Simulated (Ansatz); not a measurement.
```xyz
11

B    -0.2327    2.2889   -0.2877
C    -0.0872    0.8900    0.3462
C     0.0162   -0.2186   -0.4219
Si    0.2007   -1.9712    0.2446
H    -0.3203    3.2807    0.3811
H    -0.2573    2.3836   -1.4849
H    -0.0638    0.7694    1.4328
H    -0.0093   -0.0756   -1.5048
H     0.2815   -2.9445   -0.8789
H     1.4371   -2.0817    1.0690
H    -0.9649   -2.3211    1.1045
```

These are results of Ansatz, RKS PBE0/6-31G*, not measurements.

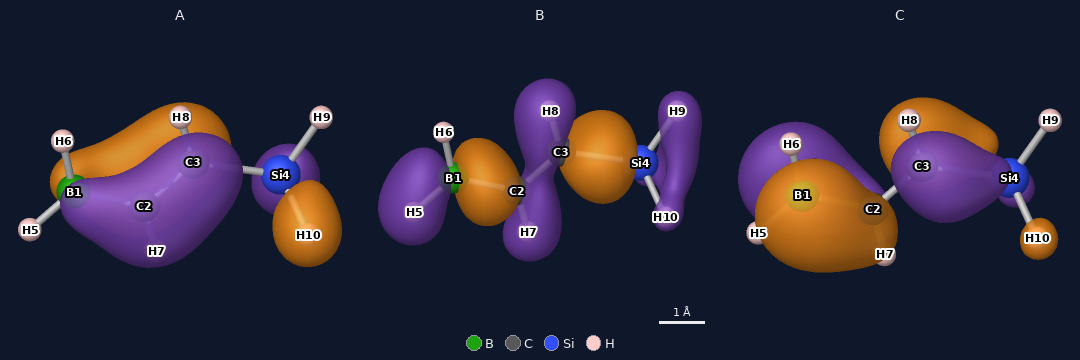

C$_{2}$H$_{7}$BSi (SMILES BC=C[SiH3]). Three frontier orbitals at ±0.1 Å⁻³ᐟ² (orange and purple are the two phases), in no order.

Q: Order the three orbitals by energy and name them.

A: B is the HOMO−1 (−8.57 eV). It lies mainly on C3 (about 20 %), C2 (about 20 %), B1 (about 15 %), Si4 (about 15 %) and H5 (about 10 %). A is the HOMO (−8.21 eV). By Hirshfeld shares it lies mainly on C2 (about 35 %), C3 (about 30 %) and B1 (about 10 %); π-bonding across C2–C3. C is the LUMO (−2.15 eV). It lies mainly on B1 (about 35 %), C3 (about 25 %) and C2 (about 15 %).

Q: What is the HOMO–LUMO gap?

A: 6.06 eV between the orbital energies.
